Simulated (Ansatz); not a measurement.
## Ge (diamond structure), cut as (111) film, 18 layers, monofluoride, biaxial strain +2 %, F-ended

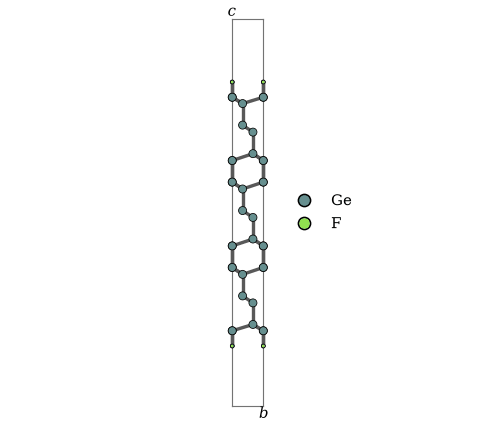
Final geometry, one periodic cell

All values below come from PBE (plane waves to 420 eV, PAW; Ansatz, a first-principles code).

change of bonding against the cut: none
number of neighbours within 2.998 Å (ending not counted): 3 for 2 atoms, 4 for 16 atoms
mean Ge-Ge distance (least to greatest): 2.518 Å (2.496 to 2.532)
